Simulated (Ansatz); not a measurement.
**SiS (SMILES [Si-]#[S+]) at CCSD/aug-cc-pVTZ (density fitting with cc-pVTZ-jkfit)**

Aim: the vertical electron affinity of SiS at CCSD/aug-cc-pVTZ (density fitting with cc-pVTZ-jkfit), from 2 runs. 

The results are computed with Ansatz 0.2.0.

10 further runs of the same task are left out: 4 for a known fault of the program, 1 that didn't finish, 5 set aside as unsound or not needed.

### 1 Starting point

SiS: 2 atoms, total charge 0, spin state singlet. SMILES: `[Si-]#[S+]`. Geometry: the measured bond length.

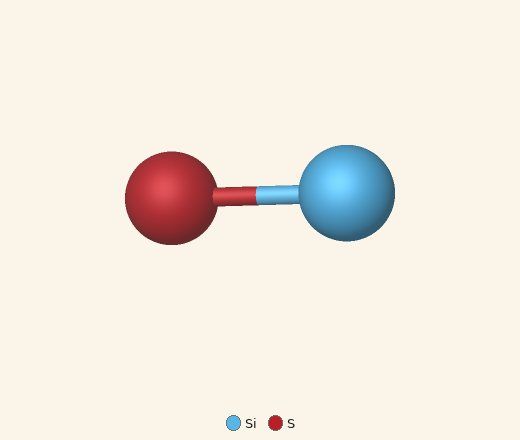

The structure, seen from a chosen angle (silicon blue, sulfur red).

### 2 Energy and forces at CCSD/aug-cc-pVTZ (density fitting with cc-pVTZ-jkfit)

run.yaml

```yaml
crystal:
  periodic: [false, false, false]
  atoms:
    - symbol: Si
      position_ang: [0.000000, 0.000000, 0.000000]
    - symbol: S
      position_ang: [0.000000, 0.000000, 1.929321]
basis:
  gaussian:
    orbitals: aug-cc-pVTZ
    fitting:
      mean_field: cc-pVTZ-jkfit
correlation:
  method: ccsd
  electrons: outside_noble_gas
output:
  forces: true
```

Launch:

```sh
$ ansatz run run.yaml --threads 1 --pin off --max-ram 2610MiB --events-out events.jsonl --progress --plain --runs-dir runs
```

Output, cut to the lines that bear on the results:

```text
Warning: RAYON_NUM_THREADS=1 ignored (pool sized by the plan → 1); use --threads N
Functional definition: HF
  name "HF"
[...]
242 factors; integrals over basis functions are off by at most 4.4e-1 eV
[...]
mean field -18680.81038462 eV, -686.5071193268 hartree, gradient 1.6e-6 eV, S^2 0.000000; 0 other end points of the search recorded, 0 dependent functions left out
10 core orbitals not correlated: weight in the atoms' cores, before any rotation towards them, 1.000 or more for the frozen orbitals, at most 0.000 for the correlated occupied ones
reference -18680.81038462 eV, -686.5071193268 hartree; 5, 5 occupied and 85, 85 virtual orbitals, 242 factors
second order -7.18433088 eV of doubles, -0.00000000 eV of singles
cycle   1  -7.46058800 eV  change   -2.8e-1 eV  update   9.3e-2
[...]
cycle  11  -7.77347037 eV  change   -1.5e-6 eV  update   1.3e-6
[...]
Total energy: -18688.58385499 eV, -686.7927890939 hartree
Atom 0 at     0.000000     0.000000     0.000000 Å, force     0.000000     0.000000    -0.380710 eV/Å
Atom 1 at     0.000000     0.000000     1.929321 Å, force    -0.000000    -0.000000     0.380710 eV/Å
Dipole moment:     0.000000    -0.000000    -0.375868 e Å
```

Wall time 4.8 s (1 thread of Arm Neoverse V1, shared host); peak memory 0.26 GiB.

### 3 The doublet anion, same level

run.yaml: that of step 2 with these lines changed.

```diff
@@ -12,2 +12,6 @@
       mean_field: cc-pVTZ-jkfit
+total_charge: -1
+magnetization:
+  spin_polarized: true
+  initial_magnetization: 1
 correlation:
```

Launch:

```sh
$ ansatz run run.yaml --threads 1 --pin off --max-ram 2610MiB --events-out events.jsonl --progress --plain --runs-dir runs
```

Output, cut to the lines that bear on the results:

```text
Warning: RAYON_NUM_THREADS=1 ignored (pool sized by the plan → 1); use --threads N
Functional definition: HF
  name "HF"
[...]
242 factors; integrals over basis functions are off by at most 4.4e-1 eV
[...]
mean field -18680.90436601 eV, -686.5105730792 hartree, gradient 4.3e-6 eV, S^2 0.773154; 9 other end points of the search recorded, 0 dependent functions left out
determinant -18680.90436601 eV, -686.5105730792 hartree, with singles and doubles -18688.98169109 eV, -686.8074093006 hartree
determinant -18679.53881808 eV, -686.4603901181 hartree, with singles and doubles -18687.55399523 eV, -686.7549424458 hartree
determinant -18678.87692431 eV, -686.4360659707 hartree, with singles and doubles -18686.92366846 eV, -686.7317783643 hartree
determinant -18677.96015208 eV, -686.4023752128 hartree, with singles and doubles -18685.20999401 eV, -686.6688019896 hartree
determinant -18677.67528647 eV, -686.3919065948 hartree, with singles and doubles -18685.60314270 eV, -686.6832499375 hartree
10 core orbitals not correlated: weight in the atoms' cores, before any rotation towards them, 1.000 or more for the frozen orbitals, at most 0.000 for the correlated occupied ones
reference -18680.90436601 eV, -686.5105730792 hartree; 6, 5 occupied and 84, 85 virtual orbitals, 242 factors
second order -7.35258478 eV of doubles, -0.00000000 eV of singles
cycle   1  -8.01154012 eV  change   -3.0e-1 eV  update   2.0e-2
[...]
cycle  13  -8.02480070 eV  change   -2.6e-7 eV  update   3.1e-7
[...]
Total energy: -18688.92916671 eV, -686.8054790655 hartree
Atom 0 at     0.000000     0.000000     0.000000 Å, force     0.000000     0.000000    -2.975251 eV/Å
Atom 1 at     0.000000     0.000000     1.929321 Å, force    -0.000000    -0.000000     2.975251 eV/Å
Dipole moment:     0.000000     0.000000     0.282255 e Å
```

Wall time 27 s (1 thread of Arm Neoverse V1, shared host); peak memory 0.6 GiB.

### 4 Summary of results

At CCSD/aug-cc-pVTZ (density fitting with cc-pVTZ-jkfit), 10 core orbitals frozen:

```
                                                   quantity          value
                                  singlet SiS: total energy  -686.79279 Eh
            singlet SiS: dipole moment (correlated density)         1.81 D
  singlet SiS: correlation energy (10 core orbitals frozen)     -285.7 mEh
                                 singlet SiS: T1 diagnostic          0.021
                      singlet SiS: largest force on an atom     0.381 eV/Å
                                doublet anion: total energy  -686.80548 Eh
doublet anion: correlation energy (10 core orbitals frozen)     -294.9 mEh
           doublet anion: ⟨S²⟩ of the reference determinant          0.773
                               doublet anion: T1 diagnostic          0.021
                    doublet anion: largest force on an atom     2.975 eV/Å
          vertical electron affinity (to the doublet anion)       0.345 eV
```

What this shows: At fixed nuclei the extra electron is bound by 0.35 eV (33.3 kJ/mol). The largest force (singlet SiS) is 0.38 eV/Å: the shape isn't a stationary point for this species at this level. The T1 diagnostic (singlet SiS) of 0.021 is above the customary mark for such species, so a single reference may not serve.
